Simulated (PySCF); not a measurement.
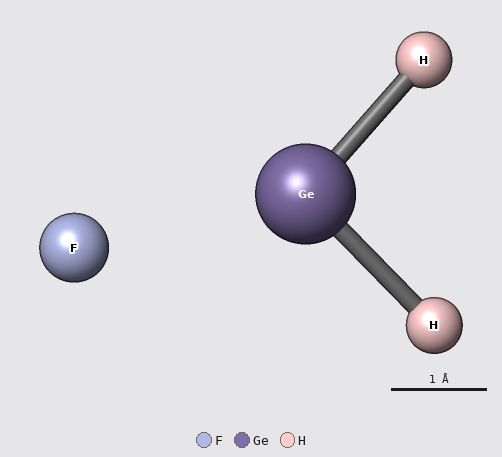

Figure 1. The input geometry (ball-and-stick view, seen at a tilt). Sticks mark near contacts. Bond lengths as drawn: Ge–H 1.95 Å.

**Single-point calculation of GeH$_{2}$F (charge −1)**

GeH$_{2}$F, charge −1, computed with PBE/STO-3G, RKS (PySCF 2.14.0).

A bond length was changed on purpose from its optimised value.

### Log
```
SCF not converged.
SCF energy = -2136.04684618794

WARN: HOMO 0.742156296953007 > LUMO -5.556279317120946 was found in the canonicalized orbitals.

converged SCF energy = -2136.1610876428
total energy: -2136.16108764 hartree
```

This output came from the following input.

### The input (run.py)
```python
from pyscf import gto, dft

mol = gto.Mole()
mol.atom = 'start.xyz'
mol.charge = -1
mol.verbose = 3
mol.spin = 0
mol.basis = 'sto-3g'
mol.max_memory = 1860
mol.build()

ks = dft.RKS(mol)
ks.xc = 'pbe'
ks.conv_tol = 1e-10
ks.grids.level = 5
ks.kernel()
if not ks.converged:
    ks = ks.newton().run(ks.mo_coeff, ks.mo_occ)

e_final = ks.e_tot
print(f'total energy: {e_final:.8f} hartree')
```

### File start.xyz
```
4
FGeH2
F     -0.758837    -0.859440     4.999427
Ge     0.551710    -0.433670    -0.262640
H     -1.254550    -0.490040    -0.992470
H      0.619180     1.509430    -0.361540
```

Launched with:
```bash
OMP_NUM_THREADS=1 python run.py
```

### Results in brief

```json
{"quantity": "outcome", "value": "converged"}
{"quantity": "total energy", "value": "−2136.161088 hartree"}
{"quantity": "basis functions", "value": "25"}
{"quantity": "HOMO", "value": "20.20 eV"}
{"quantity": "LUMO", "value": "−151.19 eV"}
{"quantity": "hardware", "value": "1 thread of Arm Neoverse V2, 24 GiB of memory available, shared host"}
{"quantity": "wall time", "value": "35 s"}
{"quantity": "peak memory", "value": "0.26 GiB"}
```

### Remarks

The record of the run, not the program, notes: dipole of an ion depends on the origin.
